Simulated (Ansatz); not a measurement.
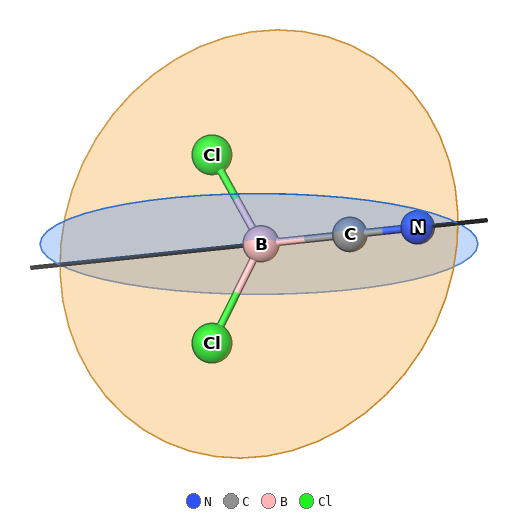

All proper rotation axes (lines) and mirror planes (discs) of the structure are drawn in. Atoms fade into the background with distance from the viewer. Computed geometry: PBE-D4/def2-SVP optimisation. No frequency run is at hand to confirm it as a minimum.

Q: Name the symmetry elements and the point group.

A: It has 1 C2 axis and 2 mirror planes. Point group C2v. The group has 4 operations. The geometry is achiral, and symmetry allows a dipole moment.
